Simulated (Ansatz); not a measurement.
# SiS (SMILES [Si-]#[S+]): wB97M-V/cc-pVTZ

What is the energy change on altering one bond length of SiS at wB97M-V/cc-pVTZ? 

The calculation is run with Ansatz 0.2.0.

43 further runs of the same task are left out: 43 set aside as unsound or not needed.

**1. The structure to begin with**

The species is SiS (2 atoms), meant as a singlet with charge 0. SMILES: `[Si-]#[S+]`. Geometry: the measured bond length.

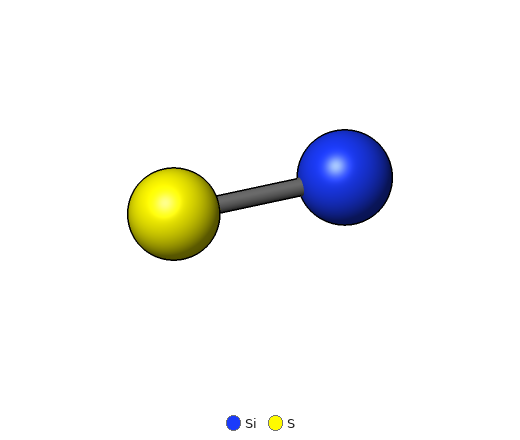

Viewed from a chosen angle; silicon blue, sulfur yellow.

**2. The energy at wB97M-V/cc-pVTZ**

File run.yaml:

```yaml
crystal:
  periodic: [false, false, false]
  atoms:
    - symbol: Si
      position_ang: [0.000000, 0.000000, 0.000000]
    - symbol: S
      position_ang: [0.000000, 0.000000, 1.929321]
basis:
  gaussian: {orbitals: cc-pVTZ}
hamiltonian: {xc: {name: wB97M-V}}
accuracy: high
output: {orbitals: {seedname: orbitals}}
```

The run is started by

```console
$ ansatz run run.yaml --threads 1 --pin off --max-ram 3480MiB --events-out events.jsonl --progress --plain --runs-dir runs
```

Output:

```text
Warning: RAYON_NUM_THREADS=1 ignored (pool sized by the plan → 1); use --threads N
Functional definition: wB97M-V
  name "wB97M-V"
  parameter omega = 0.3/bohr
  parameter cx = 0.15
  parameter cx01 = 1.007
  parameter cx10 = 0.259
  parameter css00 = 0.443
  parameter css04 = -1.437
  parameter css10 = -4.535
  parameter css20 = -3.390
  parameter css43 = 4.278
  parameter cos00 = 1.000
  parameter cos10 = 1.358
  parameter cos20 = 2.924
  parameter cos21 = -8.812
  parameter cos60 = -1.390
  parameter cos61 = 9.142
  parameter b = 6.0
  parameter c = 0.01
  gx(w, u) = 1 - cx + cx01*u + cx10*w
  gss(w, u) = css00 + css04*u^4 + css10*w + css20*w^2 + css43*w^4*u^3
  gos(w, u) = cos00 + cos10*w + (cos20 + cos21*u)*w^2 + (cos60 + cos61*u)*w^6
  exchange = spin_sum(e_x_unif_sr(omega)*gx(b97_w, b97_u_x)) + cx*exact_x_sr(omega) + exact_x_lr(omega)
  correlation = spin_sum(e_c_pw_mod_same_spin*gss(b97_w, b97_u_same))
      + integral(e_c_pw_mod_opposite_spin*gos(b97_w_opposite, b97_u_opposite)) + vv10(b, c)
939 factors; integrals over basis functions are off by at most 3.3e-9 eV
245 factors; integrals over basis functions are off by at most 2.2e-9 eV
mean field evaluation 1: about -18711.5307 eV, gradient 2.0e1 eV
mean field evaluation 2: about -18711.1061 eV, gradient 2.6e1 eV
mean field evaluation 4: about -18712.9953 eV, gradient 4.5e-1 eV
mean field evaluation 8: about -18712.9983 eV, gradient 1.2e-2 eV
mean field evaluation 16: about -18712.9983 eV, gradient 1.5e-6 eV
mean field -18712.99829686 eV, -687.6900032839 hartree, gradient 4.9e-8 eV, S^2 0.000000; 0 other end points of the search recorded, 0 dependent functions left out
reference -18712.99829949 eV, -687.6900033805 hartree; 15, 15 occupied and 53, 53 virtual orbitals, 939 factors
Total energy: -18712.99829949 eV, -687.6900033805 hartree
```

Run time: 17 s. Hardware: 1 thread of Arm Neoverse V1, shared host; peak memory 0.25 GiB.

**3. The distorted shape at the same level**

File in.yaml:

```yaml
crystal:
  periodic: [false, false, false]
  atoms:
    - {symbol: Si, position_ang: [0.000000, 0.000000, -1.543479]}
    - {symbol: S, position_ang: [0.000000, 0.000000, 1.929321]}
basis:
  gaussian: {orbitals: cc-pVTZ}
output: {orbitals: {seedname: orbitals}}
hamiltonian: {xc: {name: wB97M-V}}
accuracy: high
```

The run is started by

```console
$ ansatz run in.yaml --threads 1 --pin off --max-ram 3480MiB --events-out events.jsonl --progress --plain --runs-dir runs
```

Output (excerpt; [...] marks lines left out):

```text
Warning: RAYON_NUM_THREADS=1 ignored (pool sized by the plan → 1); use --threads N
[... 2 set-up lines as earlier in the session ...]
[...]
  gx(w, u) = 1 - cx + cx01*u + cx10*w
  gss(w, u) = css00 + css04*u^4 + css10*w + css20*w^2 + css43*w^4*u^3
  gos(w, u) = cos00 + cos10*w + (cos20 + cos21*u)*w^2 + (cos60 + cos61*u)*w^6
[...]
      + integral(e_c_pw_mod_opposite_spin*gos(b97_w_opposite, b97_u_opposite)) + vv10(b, c)
861 factors; integrals over basis functions are off by at most 2.9e-9 eV
261 factors; integrals over basis functions are off by at most 1.1e-9 eV
[...]
mean field -18705.77399707 eV, -687.4245151634 hartree, gradient 2.7e-8 eV, S^2 0.000000; 1 other end points of the search recorded, 0 dependent functions left out
reference -18705.77400002 eV, -687.4245152718 hartree; 15, 15 occupied and 53, 53 virtual orbitals, 861 factors
Total energy: -18705.77400002 eV, -687.4245152718 hartree
```

Wall time 21 s (1 thread of Arm Neoverse V1, shared host); peak memory 0.25 GiB.

**4. What came out**

At wB97M-V/cc-pVTZ:

```
                                                          quantity          value
                                         first shape: total energy  -687.69000 Eh
                                          first shape: HOMO energy      -10.06 eV
                                          first shape: LUMO energy       -0.28 eV
                                        first shape: HOMO–LUMO gap        9.78 eV
                                     distorted shape: total energy  -687.42452 Eh
                                      distorted shape: HOMO energy       -7.96 eV
                                      distorted shape: LUMO energy       -2.61 eV
                                    distorted shape: HOMO–LUMO gap        5.35 eV
energy change with the Si1–S2 bond stretched from 1.929 to 3.473 Å       7.224 eV
```

What this shows: With the Si1–S2 bond stretched from 1.929 to 3.473 Å the energy rises by 7.22 eV (697 kJ/mol). The first shape isn't relaxed at this level, so the change isn't measured from a minimum. A restricted reference can't describe the breaking bond well at this length.
